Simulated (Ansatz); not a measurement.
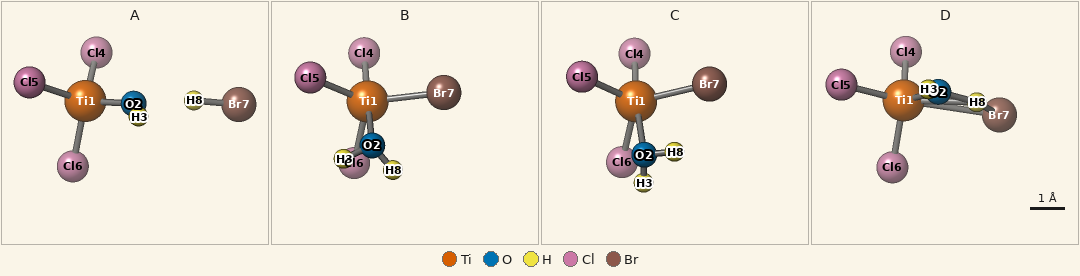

4 geometries from a converged minimum-energy path of TiH2OBrCl3, shuffled. The picture is a ball-and-stick view, seen from a free direction.

Theory: RKS PBE/def2-SVP (Ansatz 0.2.0). Settings: 5 movable images; climbing image; force threshold 0.05 eV/Å; iteration limit 60; starting path through a guess of the saddle point.

### One of them is the converged climbing image. Which?

D. In order along the path, whose images run from 0 to 6: A (image 1, +0.7 kJ/mol), D (image 3, +31.5 kJ/mol), B (image 5, −33.6 kJ/mol), C (image 6, −37.6 kJ/mol). Breaking: Br7–H8 (1.45 → 1.61 at the top → 2.60 Å). Forming: O2–H8 (1.96 → 1.32 at the top → 0.98 Å), Ti1–Br7 (4.78 → 2.96 at the top → 2.41 Å).

Cost: 3.5 min on 4 threads of Arm Neoverse V2, on a shared host, peak memory 0.27 GiB.
